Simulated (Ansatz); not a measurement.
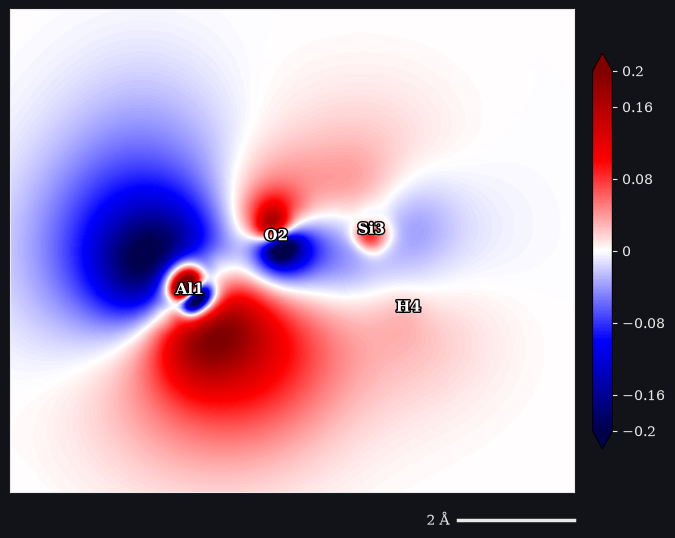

*AlH$_{5}$OSi···H$_{2}$O. The LUMO on the plane of atoms Al1, O2 and Si3 (values in Å⁻³ᐟ²; the overall sign is arbitrary).*

Not at a stationary point (largest force 1.1 eV/Å).

Theory: RKS PBE0-D4/def2-SVP (Ansatz).

```xyz
11

Al   -0.0901   -0.2206    0.0369
O    -0.4875   -0.1981    1.7492
Si   -1.4333   -0.6289    3.0326
H    -2.5106   -1.5821    2.6201
H    -0.6032   -1.2783    4.0927
H    -2.0719    0.5928    3.6155
H     1.4380   -0.3949   -0.3231
H    -1.2935   -0.2430   -0.9876
O     0.2182    2.5574    1.0125
H     1.1623    2.6565    1.1868
H    -0.0874    1.9758    1.7468
```

> Describe this orbital and give its energy.

It lies mainly on Al1 (about 75 %). Its energy is −0.76 eV.
